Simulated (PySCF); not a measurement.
# C3H2F4Si: geometry, spin-spin couplings

Aim: predict the spin-spin couplings of C3H2F4Si (`C#C[Si@@H](F)C(F)(F)F`).

The runs use PySCF 2.14.0, with density-fitted response routines of our own; the level of theory stands in each step. All values are computed, except where a source is named. Atoms count from 0, in the outputs and in this text.

## (1) The starting structure

10 atoms, charge 0, multiplicity 1; geometry from: GFN2-xTB. The atoms were then displaced at random by about 0.01 Å, so the start is not that level's minimum.

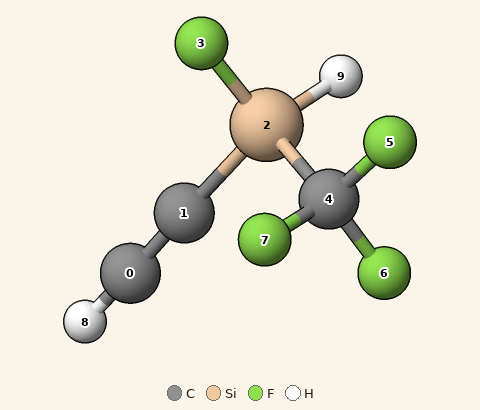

As it starts; carbon grey, silicon light orange, fluorine green, hydrogen white, atoms numbered.

## (2) Geometry optimisation at PBE0-D3(BJ)/def2-SVP

What the job is given:

```
{"job": {"xc": "PBE0", "basis": "def2-SVP", "d3": "d3bj", "grid": 1, "shake": 0.01, "kind": "geom"}, "charge": 0, "multiplicity": 1}
C      2.612270    -0.479820     0.097310
C      1.512250     0.077420     0.173270
Si    -0.153000     0.875090     0.290430
F     -0.242060     2.040140    -0.799240
C     -1.412250    -0.490090    -0.280040
F     -2.682490    -0.024600    -0.273940
F     -1.396970    -1.559020     0.550190
F     -1.160140    -0.955490    -1.510510
H      3.529490    -0.916450     0.032180
H     -0.556670     1.411880     1.585570
```

On the command line:

```
$ OMP_NUM_THREADS=1 python probes_run.py task.json out
```

This one command runs all jobs of the session in turn.

What it wrote:

```text
step   0  E = -803.26092848  max force = 0.082700
step   1  E = -803.26624500  max force = 0.005358
step   2  E = -803.26654745  max force = 0.002241
step   3  E = -803.26665253  max force = 0.001801
step   4  E = -803.26669533  max force = 0.001413
step   5  E = -803.26671930  max force = 0.000892
step   6  E = -803.26674184  max force = 0.000537
step   7  E = -803.26675565  max force = 0.000670
step   8  E = -803.26676758  max force = 0.000612
step   9  E = -803.26677621  max force = 0.000621
step  10  E = -803.26678376  max force = 0.000453
step  11  E = -803.26678931  max force = 0.000481
step  12  E = -803.26679265  max force = 0.000333
optimisation converged
```

Run time: 91 s. Hardware: 1 thread of Arm Neoverse V1, shared host; peak memory 0.51 GiB.

Relaxation path:

```
step  energy from step 0 (eV)  largest force component (eV/Å)
   0                   0.0000                          4.2526
   1                  -0.1447                          0.2755
   2                  -0.1529                          0.1152
   3                  -0.1558                          0.0926
   4                  -0.1569                          0.0727
   5                  -0.1576                          0.0459
   6                  -0.1582                          0.0276
   7                  -0.1586                          0.0345
   8                  -0.1589                          0.0315
   9                  -0.1591                          0.0319
  10                  -0.1593                          0.0233
  11                  -0.1595                          0.0247
  12                  -0.1596                          0.0171
```

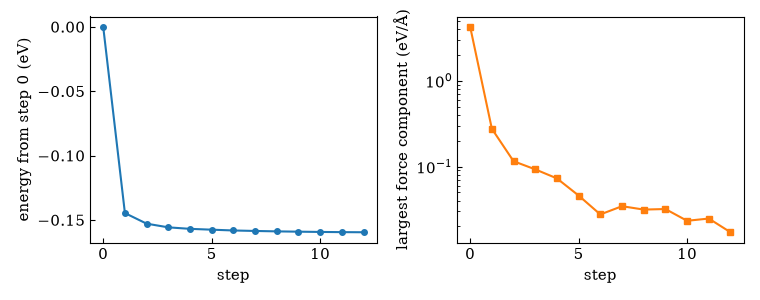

Energy and force, step by step.

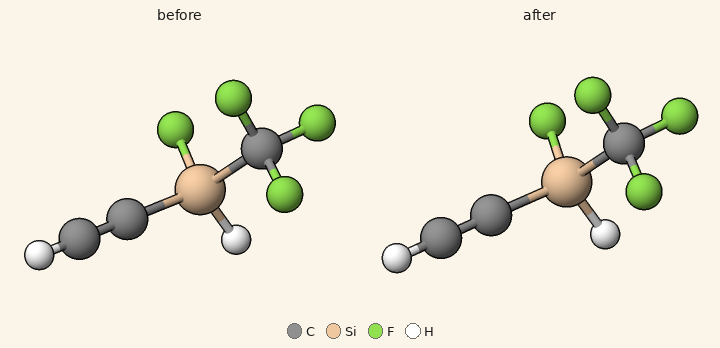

The geometry before (left) and after (right).

Distances of close pairs at the start and the end, largest changes first:

```
  bond  before (Å)  after (Å)  change (Å)
 C0–H8       1.018      1.076      +0.059
C1–Si2       1.850      1.814      -0.036
Si2–H9       1.459      1.479      +0.021
Si2–F3       1.598      1.617      +0.020
 C0–C1       1.235      1.216      -0.019
Si2–C4       1.943      1.924      -0.019
 C4–F5       1.353      1.340      -0.013
 C4–F6       1.354      1.341      -0.012
```

The final coordinates are the input of the step that follows.

| at the end point | value |
| --- | --- |
| point group (found at 0.08 Å tolerance) | C1 |
| rotational constants (GHz, main isotopes) | 2.339, 1.317, 1.038 |
| dipole moment (D) | 2.68 |

## (3) Indirect couplings: B3LYP/cc-pVTZ

What the job is given:

```
{"job": {"kind": "j", "xc": "B3LYP", "basis": "cc-pVTZ"}, "charge": 0, "multiplicity": 1}
C      2.629613    -0.193686     0.197975
C      1.486628     0.221524     0.207168
Si    -0.228389     0.811931     0.235471
F     -0.428735     2.014941    -0.826814
C     -1.377912    -0.622855    -0.331027
F     -2.657753    -0.227405    -0.370437
F     -1.300273    -1.647277     0.531601
F     -1.060365    -1.087658    -1.542881
H      3.641466    -0.560926     0.188283
H     -0.653497     1.270714     1.576261
```

With the program's defaults for keys left out, this is: B3LYP/cc-pVTZ indirect spin-spin coupling, non-relativistic, gas phase.

What it wrote:

```text
coarse grid: 10472 points
cycle   1  E = -804.4236948593  dE =  1.097e+00  |g| = 1.105e+00  |ddm| = 6.473e+00
cycle   2  E = -804.0890969640  dE =  3.346e-01  |g| = 1.877e+00  |ddm| = 3.114e+00
cycle   3  E = -804.6184862726  dE = -5.294e-01  |g| = 1.200e-01  |ddm| = 1.947e+00
cycle   4  E = -804.6201126662  dE = -1.626e-03  |g| = 8.068e-02  |ddm| = 2.434e-01
cycle   5  E = -804.6210873118  dE = -9.746e-04  |g| = 3.223e-02  |ddm| = 1.110e-01
cycle   6  E = -804.6213223899  dE = -2.351e-04  |g| = 1.013e-02  |ddm| = 4.758e-02
cycle   7  E = -804.6213456782  dE = -2.329e-05  |g| = 2.492e-03  |ddm| = 1.327e-02
cycle   8  E = -804.6213467811  dE = -1.103e-06  |g| = 3.004e-04  |ddm| = 3.468e-03
final grid: 102712 points
cycle   9  E = -804.6210621562  dE = -6.567e-05  |g| = 7.475e-03  |ddm| = 6.282e-02
cycle  10  E = -804.6210534569  dE =  8.699e-06  |g| = 1.082e-02  |ddm| = 1.905e-02
cycle  11  E = -804.6210696969  dE = -1.624e-05  |g| = 7.142e-04  |ddm| = 1.128e-02
cycle  12  E = -804.6210697642  dE = -6.737e-08  |g| = 3.565e-04  |ddm| = 1.360e-03
cycle  13  E = -804.6210697832  dE = -1.891e-08  |g| = 1.875e-04  |ddm| = 5.621e-04
cycle  14  E = -804.6210697918  dE = -8.607e-09  |g| = 3.218e-05  |ddm| = 2.409e-04
cycle  15  E = -804.6210697919  dE = -1.630e-10  |g| = 1.412e-05  |ddm| = 4.679e-05
converged SCF energy = -804.6210697919

Indirect spin-spin couplings (Hz)
  i      j    bonds     total        FC       PSO       DSO        SD
  0 C    1 C    1    260.749   253.702     6.966     0.081         -
  0 C    2 Si   2    -21.584   -18.776    -1.939     0.056    -0.925
  0 C    3 F    3      0.438     2.199    -0.837    -0.254    -0.670
  0 C    4 C    3      2.387     2.344     0.058    -0.015         -
  0 C    5 F    4      1.833     1.572     0.376    -0.289     0.174
  0 C    6 F    4      0.372     0.710    -0.088    -0.065    -0.186
  0 C    7 F    4      0.215     0.075     0.114    -0.057     0.083
  0 C    8 H    1    248.402   249.372    -1.326     0.356         -
  0 C    9 H    3      3.793     3.624     0.472    -0.302         -
  1 C    2 Si   1   -109.302  -111.188     2.529    -0.147    -0.496
  1 C    3 F    2     10.817    10.843    -1.145    -0.074     1.193
  1 C    4 C    2     10.186    10.179    -0.068     0.074         -
  1 C    5 F    3     10.642    10.855     0.204    -0.283    -0.135
  1 C    6 F    3     -1.463    -1.596    -0.054     0.112     0.075
  1 C    7 F    3     -3.081    -2.953    -0.248     0.125    -0.005
  1 C    8 H    2     47.335    43.107     5.328    -1.100         -
  1 C    9 H    2     17.400    17.669    -0.135    -0.134         -
  2 Si   3 F    1    353.470   289.378    72.793    -0.339    -8.362
  2 Si   4 C    1   -119.955  -118.077     0.287    -0.229    -1.935
  2 Si   5 F    2    -70.535   -67.538    -1.347    -0.066    -1.584
  2 Si   6 F    2    -76.195   -75.113    -1.216    -0.082     0.216
  2 Si   7 F    2    -51.045   -46.887    -1.570    -0.058    -2.529
  2 Si   8 H    3     -4.961    -4.795    -0.353     0.236    -0.048
  2 Si   9 H    1   -216.579  -217.277     1.372    -0.473    -0.201
  3 F    4 C    2     16.808    16.278    -0.931     0.162     1.298
  3 F    5 F    3     -3.786    -1.014    -0.762     0.077    -2.087
  3 F    6 F    3      5.759     1.241    -5.575    -1.516    11.609
  3 F    7 F    3     -4.153    -0.776    -1.481     0.013    -1.910
  3 F    8 H    4     -2.779    -2.440     0.312    -0.968     0.317
  3 F    9 H    2     43.140    45.851    -0.457    -1.266    -0.988
  4 C    5 F    1   -350.748  -328.503   -32.120     1.448     8.427
  4 C    6 F    1   -345.653  -324.447   -31.442     1.445     8.791
  4 C    7 F    1   -353.999  -329.624   -33.730     1.456     7.899
  4 C    8 H    4     -0.764    -0.734     0.103    -0.133         -
  4 C    9 H    2     15.796    15.856    -0.201     0.142         -
  5 F    6 F    2     64.934     5.215     1.762    -0.250    58.206
  5 F    7 F    2     47.626     2.994   -10.018    -0.235    54.885
  5 F    8 H    5     -0.262    -0.088     0.717    -0.988     0.097
  5 F    9 H    3     -4.255    -4.129     0.060     0.053    -0.239
  6 F    7 F    2     63.960     6.549    -0.218    -0.238    57.868
  6 F    8 H    5     -0.288    -0.113     0.317    -0.458    -0.033
  6 F    9 H    3     -3.197    -2.978     0.020     0.063    -0.302
  7 F    9 H    3     16.774    17.501     0.920    -1.814     0.167
  8 H    9 H    4     -1.282    -0.991     0.819    -1.110         -
```

Wall time 2.1 min (1 thread of Arm Neoverse V1, shared host); peak memory 1 GiB.

This basis has no tight s functions, so the Fermi-contact terms are rough.

Couplings of 1 Hz or more over one to four bonds, nine at most for each number, with means over like pairs (isotopes 13C, 19F, 1H, 29Si):

```csv
pair,bonds,J (Hz),Fermi contact (Hz)
Si2–F3,1,353.5,289.4
C4–F5,1,-350.1,-327.5
C0–C1,1,260.7,253.7
C0–H8,1,248.4,249.4
Si2–H9,1,-216.6,-217.3
Si2–C4,1,-120.0,-118.1
C1–Si2,1,-109.3,-111.2
Si2–F5,2,-65.9,-63.2
F5–F6,2,58.8,4.9
C1–H8,2,47.3,43.1
F3–H9,2,43.1,45.9
C0–Si2,2,-21.6,-18.8
C1–H9,2,17.4,17.7
F3–C4,2,16.8,16.3
C4–H9,2,15.8,15.9
C1–F3,2,10.8,10.8
Si2–H8,3,-5.0,-4.8
C0–H9,3,3.8,3.6
F5–H9,3,3.1,3.5
C0–C4,3,2.4,2.3
C1–F5,3,2.0,2.1
F3–H8,4,-2.8,-2.4
H8–H9,4,-1.3,-1.0
```

Means hide unlike values in this fixed geometry: F5–H9 from -4.3 to 16.8 Hz; C1–F5 from -3.1 to 10.6 Hz. They hold only if the pairs exchange fast.

The spin-dipole term was solved for some atoms only; pairs without it lack that part.

## (4) Spin-spin couplings: B3LYP/6-31G*

The job, as its differences from that of step 3:

```diff
@@ -1,2 +1,2 @@
-{"job": {"kind": "j", "xc": "B3LYP", "basis": "cc-pVTZ"}, "charge": 0, "multiplicity": 1}
+{"job": {"kind": "j", "xc": "B3LYP", "basis": "6-31G*"}, "charge": 0, "multiplicity": 1}
 C      2.629613    -0.193686     0.197975
```

Level: B3LYP/6-31G* indirect spin-spin coupling, non-relativistic, gas phase.

What it wrote:

```text
coarse grid: 10472 points
cycle   1  E = -804.1815919746  dE =  1.119e+00  |g| = 1.089e+00  |ddm| = 3.323e+00
cycle   2  E = -803.8574399020  dE =  3.242e-01  |g| = 1.797e+00  |ddm| = 1.867e+00
cycle   3  E = -804.3893144267  dE = -5.319e-01  |g| = 1.132e-01  |ddm| = 1.180e+00
cycle   4  E = -804.3911317492  dE = -1.817e-03  |g| = 7.134e-02  |ddm| = 1.515e-01
cycle   5  E = -804.3919143556  dE = -7.826e-04  |g| = 3.325e-02  |ddm| = 6.497e-02
cycle   6  E = -804.3921931875  dE = -2.788e-04  |g| = 8.534e-03  |ddm| = 2.998e-02
cycle   7  E = -804.3922098375  dE = -1.665e-05  |g| = 1.905e-03  |ddm| = 6.952e-03
cycle   8  E = -804.3922105717  dE = -7.343e-07  |g| = 2.372e-04  |ddm| = 1.673e-03
final grid: 102712 points
cycle   9  E = -804.3661661912  dE = -1.336e-05  |g| = 6.289e-03  |ddm| = 1.854e-02
cycle  10  E = -804.3661596472  dE =  6.544e-06  |g| = 9.064e-03  |ddm| = 9.638e-03
cycle  11  E = -804.3661730262  dE = -1.338e-05  |g| = 5.743e-04  |ddm| = 5.546e-03
cycle  12  E = -804.3661731039  dE = -7.774e-08  |g| = 1.184e-04  |ddm| = 6.339e-04
cycle  13  E = -804.3661731057  dE = -1.832e-09  |g| = 6.233e-05  |ddm| = 1.137e-04
cycle  14  E = -804.3661731064  dE = -7.067e-10  |g| = 2.383e-05  |ddm| = 5.933e-05
converged SCF energy = -804.3661731064

Indirect spin-spin couplings (Hz)
  i      j    bonds     total        FC       PSO       DSO        SD
  0 C    1 C    1    149.426   145.135     4.203     0.088         -
  0 C    2 Si   2    -14.717   -12.342    -1.629     0.057    -0.804
  0 C    3 F    3      6.493     8.300    -1.011    -0.251    -0.544
  0 C    4 C    3      3.439     3.396     0.058    -0.015         -
  0 C    5 F    4      2.767     2.452     0.425    -0.285     0.175
  0 C    6 F    4      0.391     0.637    -0.022    -0.065    -0.160
  0 C    8 H    1    235.700   236.967    -1.751     0.484         -
  0 C    9 H    3      4.950     4.894     0.356    -0.300         -
  1 C    2 Si   1    -97.194   -98.714     2.037    -0.149    -0.367
  1 C    3 F    2     17.958    17.755    -0.869    -0.060     1.132
  1 C    4 C    2      9.411     9.377    -0.041     0.075         -
  1 C    5 F    3     10.536    10.750     0.174    -0.274    -0.115
  1 C    6 F    3     -1.241    -1.444     0.015     0.118     0.069
  1 C    7 F    3     -2.822    -2.783    -0.159     0.131    -0.012
  1 C    8 H    2     30.177    27.567     3.692    -1.082         -
  1 C    9 H    2     15.347    15.623    -0.153    -0.122         -
  2 Si   3 F    1    278.727   222.750    62.601    -0.381    -6.243
  2 Si   4 C    1   -131.277  -129.465     0.100    -0.228    -1.684
  2 Si   5 F    2    -66.712   -64.062    -0.933    -0.077    -1.640
  2 Si   6 F    2    -70.711   -70.097    -0.571    -0.093     0.049
  2 Si   7 F    2    -50.721   -47.620    -0.651    -0.069    -2.381
  2 Si   8 H    3     -5.497    -5.434    -0.247     0.232    -0.048
  2 Si   9 H    1   -233.524  -233.689     1.281    -0.507    -0.610
  3 F    4 C    2     25.094    24.235    -0.609     0.171     1.298
  3 F    5 F    3     -6.977    -4.360    -0.958     0.118    -1.776
  3 F    6 F    3     20.958    13.695    -2.052    -1.463    10.778
  3 F    7 F    3     -7.579    -4.679    -1.519     0.056    -1.436
  3 F    8 H    4     -3.788    -3.143     0.034    -0.948     0.269
  3 F    9 H    2     45.706    48.180    -0.744    -1.173    -0.556
  4 C    5 F    1   -286.420  -268.001   -26.466     1.552     6.495
  4 C    6 F    1   -279.797  -262.173   -25.962     1.549     6.790
  4 C    7 F    1   -285.867  -265.857   -27.666     1.562     6.093
  4 C    8 H    4     -0.919    -0.853     0.065    -0.131         -
  4 C    9 H    2     14.846    14.832    -0.133     0.147         -
  5 F    6 F    2    154.473    90.803     7.761    -0.062    55.972
  5 F    7 F    2    141.663    91.343    -2.449    -0.044    52.813
  5 F    8 H    5     -0.552    -0.152     0.493    -0.969     0.076
  5 F    9 H    3     -3.978    -3.994     0.166     0.093    -0.242
  6 F    7 F    2    151.364    89.848     6.327    -0.048    55.237
  6 F    8 H    5     -0.445    -0.168     0.206    -0.446    -0.036
  6 F    9 H    3     -2.503    -2.506     0.184     0.103    -0.284
  7 F    8 H    5     -0.270    -0.058     0.214    -0.426     0.000
  7 F    9 H    3     15.724    16.561     0.729    -1.764     0.198
  8 H    9 H    4     -1.725    -1.106     0.472    -1.091         -
```

Run time: 43 s. Hardware: 1 thread of Arm Neoverse V1, shared host; peak memory 0.73 GiB.

This basis has no tight s functions, so the Fermi-contact terms are rough.

In short: J(C4,F5) -284.0 Hz, J(Si2,F3) 278.7 Hz, J(C0,H8) 235.7 Hz (means over like pairs).

## (5) Run by run: spin-spin couplings

Couplings (Hz), each a mean over the pairs like the one named, with basis size and wall time:

```
          run   C4–F5  Si2–F3  C0–H8  Si2–H9  C0–C1  Si2–C4  F5–F6  functions     time
B3LYP/cc-pVTZ  -350.1   353.5  248.4  -216.6  260.7  -120.0   58.8        272  2.1 min
 B3LYP/6-31G*  -284.0   278.7  235.7  -233.5  149.4  -131.3  149.2        120     43 s
```

## (6) Outcome

```
                                     quantity                      value
                                  point group                         C1
         rotational constants (main isotopes)       2.34, 1.32, 1.04 GHz
largest coupling of the table (B3LYP/cc-pVTZ)  1J(Si,F) Si2–F3, 353.5 Hz
      range of J(C4,F5), mean over like pairs        -350.1 to -284.0 Hz
```

In words: The start of the PBE0/def2-SVP relaxation was shaken at random by about 0.01 Å, so part of the energy gained, and of the first lengths quoted, undoes that. Relaxing lowered the energy by 0.160 eV in 12 steps; the close pair that moved most is C0–H8, from 1.018 to 1.076 Å. No frequency check was run at this level, so the end point may be a saddle. In the run at B3LYP/cc-pVTZ, the largest coupling of the table is Si2–F3, 353.5 Hz, of which the Fermi-contact term gives 289.4 Hz. Density functionals describe couplings to fluorine poorly, F–F couplings above all, so those rows are rough. The coupling C4–F5, as a mean over pairs of its kind, runs from -350.1 Hz (B3LYP/cc-pVTZ) to -284.0 Hz (B3LYP/6-31G*). Couplings from bases without tight functions are rough.
